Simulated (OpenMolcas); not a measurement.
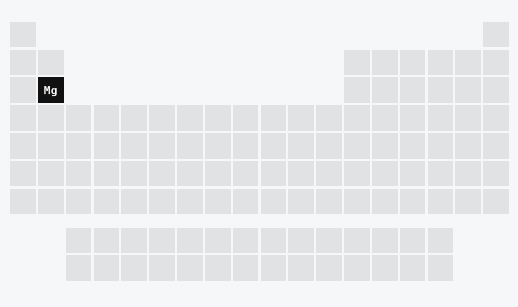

*The place of magnesium in the periodic table.*

**Mg⁺: multiconfigurational calculation**

System: Mg⁺.
Method: state-averaged CASSCF, active space 1 electron in the shells 3s 3p, basis ANO-RCC-MB, DKH3 scalar Hamiltonian, spin-orbit coupling by RASSI with atomic mean-field integrals (OpenMolcas).

### The input
```
&GATEWAY
Coord
1

Mg 0.0 0.0 0.0
Basis=ANO-RCC-MB
Group=XYZ
NoMove
AngMom=0.0 0.0 0.0
AMFI
&SEWARD
Relativistic=R03O02
&RASSCF
FileOrb=start.orb
Symmetry=2
Spin=2
nActEl=1 0 0
Inactive=2 3
Ras2=1 3
CIRoot=1 1 1
SDav=1
CIMx=300
Iter=77 100
PrWF=0.3
OrbListing=Nothing
MaxOrb=0
Atom
>>> COPY $Project.JobIph JOB001
&RASSCF
FileOrb=start.orb
Symmetry=1
Spin=2
nActEl=1 0 0
Inactive=2 3
Ras2=1 3
CIRoot=3 3 1
SDav=3
CIMx=300
Iter=77 100
PrWF=0.3
OrbListing=Nothing
MaxOrb=0
Atom
CIOnly
>>> COPY $Project.JobIph JOB002
```

The file start.orb holds starting orbitals from an earlier step.

Hardware: 1 thread of Intel Xeon (Granite Rapids), 128 GiB of memory available, shared host.

Command:
```bash
OMP_NUM_THREADS=1 MOLCAS_MEM=2252 MOLCAS_PROJECT=a pymolcas a.inp > a.log  # once for each step of the input, in one work folder
```

### Output (extracts)
```
--- SEWARD ---
Basis set label: MG.ANO-RCC...3S2P.

      Electronic valence basis set:
      ------------------
      Associated Effective Charge  12.000000 au
      Associated Actual Charge     12.000000 au
      Nuclear Model: Point charge

      Shell  nPrim  nBasis  Cartesian Spherical Contaminant
         s      17       3        X
         p      12       2        X
Relativistic=R03O02
                  Relativistic Douglas-Kroll-Hess integrals:
                    - DKH order of Hamiltonian: 3
                    - DKH order of Properties : 2
--- RASSCF ---
Wave function specifications:
      -----------------------------

      Number of closed shell electrons          10
      Number of electrons in active shells       1
      Max number of holes in RAS1 space          0
      Max nr of electrons in RAS3 space          0
      Number of inactive orbitals                5
      Number of active orbitals                  4
      Number of secondary orbitals               0
      Spin quantum number                      0.5
      State symmetry                             2
Orbital specifications:
      -----------------------

      Symmetry species                           1   2
                                                ag  au
      Frozen orbitals                            0   0
      Inactive orbitals                          2   3
      Active orbitals                            1   3
      RAS1 orbitals                              0   0
      RAS2 orbitals                              1   3
      RAS3 orbitals                              0   0
      Secondary orbitals                         0   0
      Deleted orbitals                           0   0
      Number of basis functions                  3   6
      Number of CSFs                             3
      Number of root(s) required                 1
      Iter CI   SX   CI       RASSCF       Energy    max ROT     max BLB   max BLB  Level Ln srch  Step   QN
          iter iter root      energy       change     param      element    value   shift minimum  type update
 Nr of preliminary CI iterations:   1
 ###############################################################################
 ###############################################################################
 ###                                                                         ###
 ###                                                                         ###
 ###    WARNING: Problems in orbital optimization.                           ###
 ###                                                                         ###
 ###                                                                         ###
 ###############################################################################
 ###############################################################################
  Warning: In symmetry  1, orbital p=   3 has diagonal density matrix element D(p,p) close to zero. D(p,p)=  0.000000E+00
 ###############################################################################
        ...
 ###############################################################################
  Warning: In symmetry  2, orbital p=   5 has diagonal density matrix element D(p,p) close to zero. D(p,p)=  0.000000E+00
  Warning: In symmetry  2, orbital p=   6 has diagonal density matrix element D(p,p) close to zero. D(p,p)=  0.000000E+00
        4   1    1    1  -199.51671568   -1.71E-13   0.00E+00    2   5 2  8.13E-08   0.00   0.00    SX    NO
      Convergence after  4 iterations
        5   1    1    1  -199.51671568    8.53E-14   0.00E+00    2   5 2  8.13E-08   0.00   0.00    SX    NO
      Natural orbitals and occupation numbers for root  1
      sym 1:   0.000000
      sym 2:   1.000000   0.000000   0.000000
::    RASSCF root number  1 Total energy:   -199.51671568
--- RASSCF ---
Wave function specifications:
      -----------------------------

      Number of closed shell electrons          10
      Number of electrons in active shells       1
      Max number of holes in RAS1 space          0
      Max nr of electrons in RAS3 space          0
      Number of inactive orbitals                5
      Number of active orbitals                  4
      Number of secondary orbitals               0
      Spin quantum number                      0.5
      State symmetry                             1
Orbital specifications:
      -----------------------

      Symmetry species                           1   2
                                                ag  au
      Frozen orbitals                            0   0
      Inactive orbitals                          2   3
      Active orbitals                            1   3
      RAS1 orbitals                              0   0
      RAS2 orbitals                              1   3
      RAS3 orbitals                              0   0
      Secondary orbitals                         0   0
      Deleted orbitals                           0   0
      Number of basis functions                  3   6
      Number of CSFs                             1
      Number of root(s) required                 3
 ************ ERROR ***********
  You can't ask for more roots
  than there are configurations
 ******************************
--- Stop Module: rasscf at  /rc=_RC_INPUT_ERROR_ ---
.####################.
.# User input error #.
.####################.
```

### Outcome

| quantity | value |
| --- | --- |
| outcome | refused by the program |

### Diagnosis

One thing in this input was made wrong on purpose: wrong symmetry. The program refused the input: “You can't ask for more roots”. To bear in mind: RASSCF multiplicity 2: _RC_INPUT_ERROR_.
